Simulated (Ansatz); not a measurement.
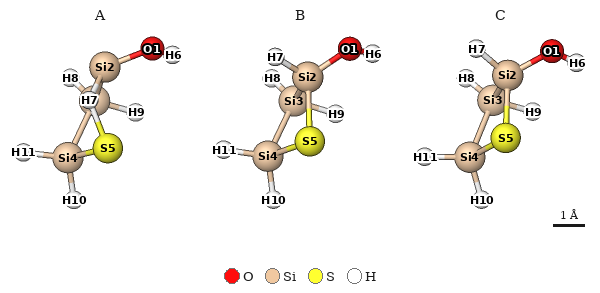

3 geometries from a converged minimum-energy path of Si$_{3}$H$_{6}$SO, shuffled. Style: ball-and-stick. Shown from a free direction.

Level of theory: RKS B3LYP-D4/def2-SVP (Ansatz 0.2.0). Set-up: 5 movable images; climbing image; force threshold 0.05 eV/Å; iteration limit 60; starting path through a guess of the saddle point.

> Which frame is the top of the path?

A. In order along the path, whose images run from 0 to 6: C (image 1, +0.02 eV), B (image 2, +0.10 eV), A (image 4, +2.36 eV). Breaking: Si2–H7 (1.48 → 1.63 at the top → 3.42 Å), Si2–S5 (2.19 → 2.74 at the top → 2.92 Å). Forming: S5–H7 (3.07 → 1.71 at the top → 1.35 Å).
